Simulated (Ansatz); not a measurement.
```xyz
8

Cu    0.7598   -0.0545   -1.4705
Cu   -1.0324   -0.7933    0.0952
Cu    0.8437    0.4924    1.0836
Cu   -1.1084    1.6533   -0.4206
S     2.2795   -0.8583   -0.0331
S    -1.3673    0.1550   -2.0143
S     0.6808   -1.9266    1.0372
S    -1.0557    1.3320    1.7225
```

Geometry: PBE-D4/def2-SVP.

All numbers below come from RKS PBE0-D4/def2-TZVP (Ansatz 0.2.0).

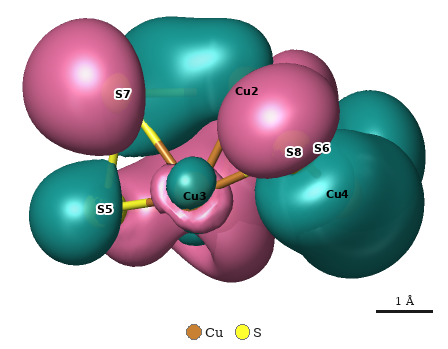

Cu4S4. The HOMO−1 at ±0.05 Å⁻³ᐟ² (teal and pink are the two phases), seen from one side.

Where does this orbital lie, and at what energy?

Answer. Its weight (Hirshfeld) is mainly on S7 (about 20 %), S6 (about 15 %), Cu1 (about 15 %), Cu2 (about 15 %), Cu4 (about 15 %) and S8 (about 10 %). Its energy is −6.90 eV.
